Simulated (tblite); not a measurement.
## Molecular dynamics, with input and output: C5H10Cl2 (part 3 of 3)

Continued. System: C5H10Cl2 (1,2-dichloropentane). Method: GFN2-xTB Langevin dynamics, gas phase (tblite 0.8.0). 

Geometry of the input (Å):
```
C  2.4632  -0.6130  -0.0577
C  1.3203  0.3936  -0.0430
C  -0.0062  -0.2784  0.3046
C  -1.1862  0.6796  0.2377
Cl -1.0184  1.9478  1.4960
C  -2.5228  0.0014  0.4878
Cl -2.8973  -1.1255  -0.8401
H  2.2798  -1.3874  -0.7992
H  3.4008  -0.1200  -0.3011
H  2.5678  -1.0877  0.9152
H  1.5314  1.1762  0.6873
H  1.2390  0.8657  -1.0245
H  -0.1962  -1.0892  -0.4026
H  0.0522  -0.7091  1.3066
H  -1.2004  1.2061  -0.7204
H  -3.3329  0.7299  0.5255
H  -2.5009  -0.5778  1.4114
```

## Trajectory as extended XYZ, continued
```
17
Properties=species:S:1:pos:R:3:forces:R:3 step=29 time_fs=725.0 energy=-677.37221 temperature=233.2
C     1.9731   -0.1237    1.1717    1.6905   0.5381   0.0103
C     0.8094    0.7689    0.9536   -1.7839   0.3648   1.2331
C    -0.3892   -0.0404    0.4270   -0.4384   0.8526  -1.3737
C    -1.6155    0.8680    0.1380   -0.8900  -0.2865   0.4792
Cl   -1.8837    2.1888    1.3282    0.7340   0.4691  -0.0128
C    -3.0427    0.2504    0.2596    1.2580   0.6832  -1.8536
Cl   -3.0113   -1.2949   -0.5447   -0.4032  -0.6443  -0.5757
H     2.3463   -0.5351    0.2375    0.1497   0.1524  -0.1053
H     2.8055    0.3991    1.7076   -0.6152  -0.3524  -0.5690
H     1.6773   -0.9383    1.7683   -0.2706  -1.0467   0.8120
H     0.3908    1.1002    1.9308    0.7713   0.2092  -0.2314
H     1.0588    1.6671    0.3976   -0.1415  -0.1456  -0.3965
H    -0.1077   -0.4890   -0.5661   -0.3944  -0.0021   1.0051
H    -0.6951   -0.7779    1.1696    0.2822  -0.1410  -0.2402
H    -1.5561    1.2940   -0.8643    0.2839   0.2672   0.1312
H    -3.7269    0.9836   -0.2065    0.0347  -0.6230  -0.0844
H    -3.3602    0.0833    1.2356   -0.2672  -0.2949   1.7716
17
Properties=species:S:1:pos:R:3:forces:R:3 step=30 time_fs=750.0 energy=-677.57069 temperature=319.6
C     1.9642   -0.0475    1.2560    0.4675  -0.2551   0.3465
C     0.8170    0.8506    0.8873   -0.8189   0.1662  -0.4222
C    -0.4501    0.0405    0.5254    0.0054  -0.0540  -0.7902
C    -1.6504    0.9647    0.2215   -1.0018  -2.2002  -0.4597
Cl   -1.7642    2.1675    1.4114   -0.2860   1.5121   0.9966
C    -3.0514    0.2365    0.2816   -0.1405   0.6170   0.8212
Cl   -3.1333   -1.2728   -0.6040    0.2135  -0.2828  -0.2995
H     2.3877   -0.5266    0.3678   -0.1232  -0.0167   0.2955
H     2.7234    0.5617    1.7282    0.3888   0.0771  -0.0741
H     1.6982   -0.8023    1.9999   -0.1617  -0.0017  -0.2715
H     0.5873    1.5773    1.6796    0.1426  -0.4147  -0.0322
H     1.1150    1.4369    0.0094   -0.1143   0.0102   0.0659
H    -0.2185   -0.5232   -0.4316   -0.3820   0.2302   1.2351
H    -0.7416   -0.6331    1.3535    0.3462   0.1687  -0.4904
H    -1.5656    1.3764   -0.7623    0.2566   0.6053  -0.6002
H    -3.9199    0.8515   -0.0723    0.9965  -0.1248   0.0701
H    -3.2754    0.0058    1.3436    0.2115  -0.0367  -0.3908
17
Properties=species:S:1:pos:R:3:forces:R:3 step=31 time_fs=775.0 energy=-677.53796 temperature=273.6
C     1.9201    0.0170    1.3296   -0.8359  -0.0107   1.2535
C     0.8091    0.8972    0.7693   -0.4051  -1.0609  -0.3691
C    -0.4772    0.0479    0.6439   -0.0666   0.7059   0.8623
C    -1.6966    0.8620    0.2791    0.5175   1.2240   0.3473
Cl   -1.7048    2.2615    1.5474   -0.6400  -0.6859  -0.7906
C    -3.0287    0.2139    0.3265   -0.8785  -1.5976   1.8985
Cl   -3.1862   -1.2859   -0.7031    0.4185   0.4790   0.3455
H     2.2629   -0.7014    0.6094    0.0104  -0.3921  -0.0539
H     2.7191    0.6555    1.6152    0.9371   0.4208   0.0747
H     1.5877   -0.4695    2.3007    0.2534   0.2735  -1.3134
H     0.6544    1.7487    1.3980   -0.1084   0.3014   0.5202
H     1.0638    1.2859   -0.2086    0.2267  -0.0261  -0.3165
H    -0.2957   -0.7329   -0.0638   -0.0907  -0.5109  -0.4210
H    -0.7062   -0.3676    1.6261    0.2091  -0.3438   0.0245
H    -1.5834    1.3553   -0.6608    0.3014   0.5289  -0.7219
H    -3.8878    0.7863    0.0084    0.1526   0.5581  -0.0188
H    -3.2014   -0.1115    1.4128   -0.0016   0.1364  -1.3213
17
Properties=species:S:1:pos:R:3:forces:R:3 step=32 time_fs=800.0 energy=-677.50886 temperature=220.2
C     1.9568    0.0453    1.4209   -0.8544   0.4239   0.5358
C     0.7851    0.7765    0.7116    0.8657   0.3798   0.0201
C    -0.5494    0.0421    0.7715    1.1772   0.9137   1.7484
C    -1.7122    0.8842    0.4589    0.0715   1.8025  -2.5379
Cl   -1.7545    2.3059    1.5523   -0.5876  -0.1527   0.3069
C    -3.0073    0.1508    0.3972   -1.0944  -1.2236   1.0218
Cl   -3.1616   -1.2477   -0.7761    0.6939   0.3947   0.3530
H     2.1107   -0.9652    1.0385   -0.0239   0.2689   0.1096
H     2.8698    0.6313    1.3637    0.0164  -0.0908  -0.3996
H     1.7243    0.0285    2.5033    0.0214  -0.3979  -0.5191
H     0.6709    1.7476    1.2110    0.0687  -0.1561  -0.1111
H     1.0527    0.9869   -0.3352   -0.0609  -0.1509   0.2161
H    -0.5396   -0.7451    0.1185    0.0722  -2.1416  -1.6884
H    -0.6829   -0.3354    1.7659    0.0166  -0.4023   0.7923
H    -1.5251    1.3935   -0.5378   -0.2273  -0.5137   0.5927
H    -3.8574    0.7132    0.0632   -0.2040   0.8202   0.1918
H    -3.2224   -0.2915    1.4010    0.0490   0.2260  -0.6325
17
Properties=species:S:1:pos:R:3:forces:R:3 step=33 time_fs=825.0 energy=-677.58652 temperature=221.4
C     1.9791    0.0725    1.4598   -0.2092   1.2807  -1.6074
C     0.8110    0.7506    0.6740    1.5432   1.1764  -0.8496
C    -0.4717    0.0234    0.8644   -2.2441  -0.2338   0.1395
C    -1.7178    0.8585    0.3792    0.4953   0.3451   0.1576
Cl   -1.8511    2.3077    1.5219   -0.0263  -0.5945  -0.6269
C    -3.0676    0.1280    0.4758    0.8669   0.7585  -1.6742
Cl   -3.1157   -1.1091   -0.8021   -0.0472  -0.0906  -0.3839
H     1.9249   -0.9359    1.1633    0.2243  -1.3463  -0.1798
H     2.9872    0.4550    1.2015   -0.7832   0.0188   0.0518
H     1.8380    0.1392    2.4984   -0.2098   0.2129   1.2293
H     0.6695    1.8381    0.9267    0.3313  -0.9959   0.0661
H     1.0655    0.7321   -0.4230   -0.0765   0.0416   0.8619
H    -0.4940   -0.9490    0.3295    0.0721   0.4962   0.2899
H    -0.6640   -0.1506    1.9369    0.2036  -0.1579  -0.2872
H    -1.5421    1.2803   -0.6518   -0.2429  -0.3665   0.9676
H    -3.9339    0.7716    0.3422    0.1318   0.2244  -0.1306
H    -3.1754   -0.4343    1.3375   -0.0294  -0.7692   1.9761
17
Properties=species:S:1:pos:R:3:forces:R:3 step=34 time_fs=850.0 energy=-677.53647 temperature=192.2
C     1.9644    0.1031    1.3941   -1.0243  -0.9337   0.1618
C     0.8077    0.7455    0.6304    2.0210   1.5392  -0.7554
C    -0.4581    0.1292    0.9646   -2.7578  -2.3101  -0.0623
C    -1.6795    0.9249    0.4303   -0.2523  -1.8390   0.4134
Cl   -1.9780    2.2828    1.4391    0.0945   1.3703   0.7710
C    -2.9678    0.0837    0.5698    0.5037   0.0793  -1.1909
Cl   -3.1427   -1.0079   -0.8239    0.0083  -0.0912  -0.3367
H     2.0730   -0.9647    1.1434   -0.1435   0.3850   0.1297
H     2.8714    0.5831    1.1758    1.1592   0.6235  -0.2547
H     1.7580    0.1974    2.4702    0.1367  -0.1217  -0.3600
H     0.8184    1.8112    0.8969   -0.1849  -0.0081   0.2312
H     0.9345    0.7777   -0.4754    0.2561  -0.4664   0.5396
H    -0.5160   -0.9346    0.4696    0.0501   1.6223   0.9069
H    -0.6132   -0.0009    2.0743    0.2563   0.0739  -0.9937
H    -1.5652    1.2672   -0.5921    0.1645   0.0059  -0.2093
H    -3.8315    0.7237    0.5739   -0.4330   0.2295   0.0292
H    -2.9695   -0.5911    1.3910    0.1454  -0.1586   0.9802
17
Properties=species:S:1:pos:R:3:forces:R:3 step=35 time_fs=875.0 energy=-677.69259 temperature=254.2
C     1.9816    0.1207    1.3993   -0.7569  -1.1166  -0.7142
C     0.8326    0.8100    0.6291    0.2072   0.6088   1.3452
C    -0.4836    0.1465    1.0107   -0.1516  -0.6897  -0.2589
C    -1.7268    0.8585    0.4846   -0.0297  -0.1101   0.7222
Cl   -2.1244    2.4103    1.3865    0.5114  -0.5358  -0.1927
C    -2.9708    0.0098    0.6007   -0.6873  -0.4749  -0.0888
Cl   -3.1423   -1.0057   -0.8612    0.1426  -0.1958  -0.0750
H     2.0314   -0.9277    0.9869    0.1924   0.8922   0.5930
H     2.9046    0.6263    1.1641    0.2434   0.0015   0.2939
H     1.7847    0.0480    2.4952    0.2400   0.2976  -0.9972
H     0.8089    1.8681    0.8987   -0.1290   0.0951   0.4183
H     1.0065    0.8574   -0.4312    0.0608  -0.6432  -0.4987
H    -0.4494   -0.9039    0.5984   -0.3139   0.9081   0.2630
H    -0.5770    0.0512    2.1013    0.1560   0.1029  -0.2190
H    -1.5856    1.1477   -0.5390    0.0787   0.3135  -0.5477
H    -3.8665    0.6427    0.5661    0.1417  -0.1747   0.3330
H    -2.9907   -0.7055    1.4527    0.0942   0.7209  -0.3766
17
Properties=species:S:1:pos:R:3:forces:R:3 step=36 time_fs=900.0 energy=-677.46651 temperature=202.5
C     2.0198    0.2013    1.4443   -0.7447  -0.0646  -2.4907
C     0.8439    0.9518    0.7554   -1.2364  -0.3086   1.0967
C    -0.5798    0.2370    1.0111    1.1015   1.7546   0.3073
C    -1.8762    0.9266    0.4966    1.8651   0.4344  -0.4806
Cl   -2.2169    2.4795    1.3426    0.1294  -0.3011  -0.0418
C    -3.0330    0.0005    0.6379   -0.0240  -1.7499   0.0855
Cl   -3.1818   -1.0349   -0.8511    0.1048   0.2092   0.2547
H     1.9877   -0.8227    1.0909    0.1687  -0.3201  -0.1404
H     2.9658    0.6352    1.0879   -0.3892  -0.0623   0.6100
H     1.8811    0.1522    2.4811    0.1400   0.4055   1.3095
H     0.8485    1.9604    1.1448   -0.3585   0.3104   0.4055
H     0.9883    1.0935   -0.3006    0.1365  -0.4783  -0.5234
H    -0.5215   -0.6914    0.5282    0.0394  -1.3337  -0.9467
H    -0.7018    0.0026    2.0587    0.1340   0.2957   0.5075
H    -1.6484    1.1767   -0.5570   -0.4897   0.1634   0.2834
H    -4.0112    0.4392    0.7401   -0.1114   0.3695   0.1933
H    -2.8184   -0.7416    1.4512   -0.4654   0.6759  -0.4298
17
Properties=species:S:1:pos:R:3:forces:R:3 step=37 time_fs=925.0 energy=-677.54873 temperature=208.8
C     1.8004    0.3394    1.5298    1.2238   0.3892  -0.1475
C     0.7266    1.0635    0.8265   -1.5185   0.1794  -0.9679
C    -0.5939    0.3176    1.0081   -0.2090   0.2622   1.5094
C    -1.8404    0.9478    0.4411    0.4637   0.3505  -0.6793
Cl   -2.2332    2.5100    1.3183    0.2224  -0.6280  -0.4612
C    -3.0313    0.0177    0.5923   -0.2905   0.2216  -0.1159
Cl   -3.2413   -1.0654   -0.7833    0.2691  -0.3409  -0.4601
H     1.8932   -0.6671    1.2173   -0.1461  -1.1522  -0.0202
H     2.6873    0.8303    1.1547    0.7690   0.0636   0.6751
H     1.6660    0.4343    2.5994    0.3048  -0.1558   0.0679
H     0.7298    2.0495    1.2508   -0.5744   0.6534   0.1172
H     0.9282    1.1825   -0.2535   -0.0342  -0.2025   0.3203
H    -0.5054   -0.6647    0.6129    0.1945  -0.8575  -0.9615
H    -0.7795    0.0830    2.0752    0.2237   0.5926  -0.0464
H    -1.5816    1.1764   -0.6274   -0.7485   0.1877   0.7197
H    -3.9641    0.5699    0.6026   -0.1309   0.2337   0.3208
H    -2.9394   -0.6294    1.4643   -0.0190   0.2028   0.1297
17
Properties=species:S:1:pos:R:3:forces:R:3 step=38 time_fs=950.0 energy=-677.63780 temperature=235.6
C     1.7436    0.4797    1.5910    0.3328  -0.6278   0.1431
C     0.6078    1.1451    0.8302    0.4224   0.4391   0.3009
C    -0.6478    0.3557    1.0550   -0.1511  -1.2354   1.4190
C    -1.8529    0.9614    0.4472   -1.2671  -0.7529  -0.4752
Cl   -2.2456    2.4604    1.2537   -0.0685   0.9092   0.5082
C    -3.1348    0.0930    0.5863    0.8664   0.5234  -1.2767
Cl   -3.2462   -1.1083   -0.7366    0.1337   0.0312   0.1487
H     1.8415   -0.5816    1.2473    0.0040   0.8049   0.5236
H     2.6823    0.9963    1.3499   -0.2349  -0.2279   0.3933
H     1.5272    0.5148    2.7026    0.4328  -0.1117  -1.3463
H     0.5450    2.1700    1.2510   -0.3053  -0.3965  -0.5638
H     0.7724    1.1682   -0.2620    0.2618   0.1995   0.4947
H    -0.4964   -0.6917    0.7749   -0.0383   0.1079  -0.8557
H    -0.8818    0.1947    2.1153    0.2770   0.5858   0.3509
H    -1.6601    1.2237   -0.5793   -0.1159   0.0303  -0.6392
H    -3.9870    0.7387    0.4734   -0.4944   0.1383   0.0543
H    -3.1449   -0.4353    1.5054   -0.0555  -0.4173   0.8203
17
Properties=species:S:1:pos:R:3:forces:R:3 step=39 time_fs=975.0 energy=-677.52890 temperature=253.2
C     1.8626    0.6479    1.6118   -2.3956  -1.0041  -1.3060
C     0.5455    1.1465    0.8216    0.6810  -0.0482   1.1674
C    -0.7267    0.2861    1.0156    0.8038  -1.1872   0.8977
C    -1.9508    0.9268    0.4297   -1.0929  -0.2870   0.6688
Cl   -2.2882    2.4837    1.2569    0.0750   0.0918   0.1000
C    -3.2662    0.1034    0.5685    0.9482   0.8241  -0.7079
Cl   -3.1922   -1.1797   -0.6529   -0.3002  -0.0234  -0.1538
H     2.0926   -0.3419    1.1894    0.1297   0.3166   0.1071
H     2.7280    1.2648    1.5433    0.1238   0.6221  -0.3015
H     1.6129    0.4786    2.6440   -0.1275   0.1759   0.3928
H     0.3132    2.1950    1.1034    0.2101  -0.6340  -0.0150
H     0.6967    1.1112   -0.2365    0.6342   0.2034  -0.6597
H    -0.5819   -0.7763    0.6669   -0.0593   1.0782  -0.4043
H    -0.9340    0.1100    2.0627    0.0841   0.3163   0.6933
H    -1.7994    1.1695   -0.5895    0.1096   0.3162  -1.1510
H    -4.1353    0.7670    0.4560    0.1826  -0.3749  -0.3575
H    -3.3243   -0.3879    1.5046   -0.0063  -0.3858   1.0296
17
Properties=species:S:1:pos:R:3:forces:R:3 step=40 time_fs=1000.0 energy=-677.67779 temperature=232.8
C     1.7801    0.7403    1.4589   -0.2978  -0.5209   0.2283
C     0.4649    1.0957    0.7997    0.7820   1.5366  -0.5919
C    -0.7346    0.2619    0.9967   -0.5915  -1.7388  -0.1387
C    -1.9582    0.9624    0.4612   -0.5713  -0.4334  -0.9188
Cl   -2.2969    2.5221    1.2722    0.0229  -0.2043  -0.0769
C    -3.2083    0.0802    0.5744   -0.6398   0.8188   1.0228
Cl   -3.1355   -1.2497   -0.5616   -0.0715  -0.1952  -0.2971
H     2.2105   -0.1631    1.0779    0.0619  -0.6434  -0.3662
H     2.5379    1.4944    1.3503   -0.0030   0.5238  -0.1240
H     1.5984    0.5821    2.5061    0.0318   0.0022   0.5774
H     0.1629    2.0711    1.1882    0.3118   0.2967  -0.0782
H     0.5805    1.1902   -0.2754    0.3905   0.2247  -0.2969
H    -0.6909   -0.7061    0.4510    0.1934   0.3939   0.1510
H    -0.8566    0.0031    2.0256   -0.2171  -0.0502   0.9356
H    -1.7875    1.1431   -0.6254   -0.1485   0.3371   0.5578
H    -4.1302    0.6971    0.4054    0.6618  -0.5911  -0.1135
H    -3.2894   -0.3604    1.5916    0.0844   0.2435  -0.4708
```

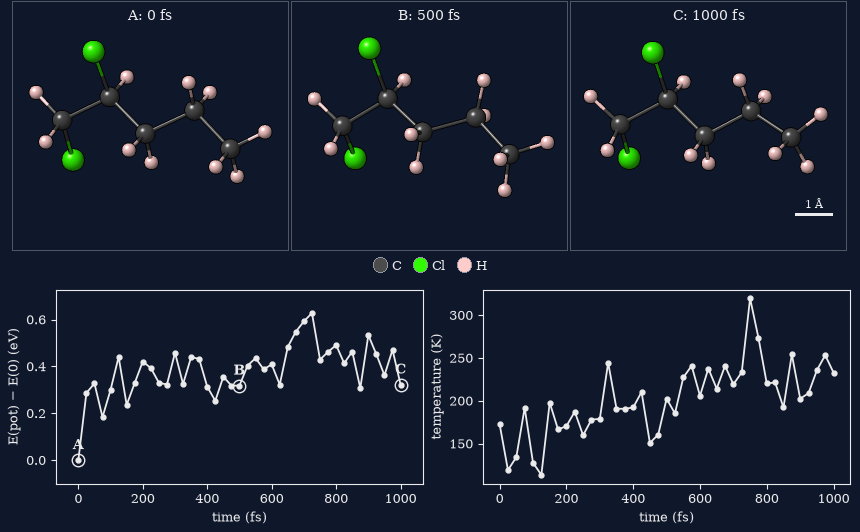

**Figure 1.** Frames of the molecular dynamics (ball-and-stick, seen at a tilt) above the curves, on which the letters mark them. The trajectory kept here has 41 frames over 1000 fs. The temperature starts at 173 K, ranges from 114 to 320 K and averages 230 K over the second half. The potential energy ends 0.322 eV above its first value. After an unweighted best fit of the last frame on the first, the root-mean-square displacement is 0.21 Å, and H8 has moved furthest (0.37 Å).

## Key numbers

```json
{"quantity": "outcome", "value": "finished"}
{"quantity": "mean temperature over the second half", "value": "230 K"}
{"quantity": "trajectory", "value": "41 frames kept, 1000 fs"}
{"quantity": "wall time", "value": "15 s"}
{"quantity": "peak memory", "value": "0.18 GiB"}
```
